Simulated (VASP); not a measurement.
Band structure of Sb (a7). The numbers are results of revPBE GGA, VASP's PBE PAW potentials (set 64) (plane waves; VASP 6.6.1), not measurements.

Unless said otherwise, spin-orbit coupling is left out, though it shifts the bands of the heavy elements here.

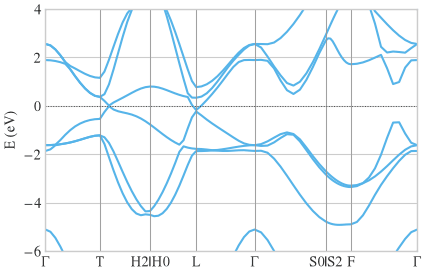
Fig. 1. Bands along high-symmetry lines, zero at the valence-band maximum or, without a gap, the Fermi level

**Question.** Read the plot: is there a gap, and where are the band edges?

**Answer.** It has no gap at this level: it comes out as a metal or semimetal. (Edges off the drawn lines would not show.)

The compound is Sb in the a7 structure. It was relaxed first, which changed the volume by +8 %.
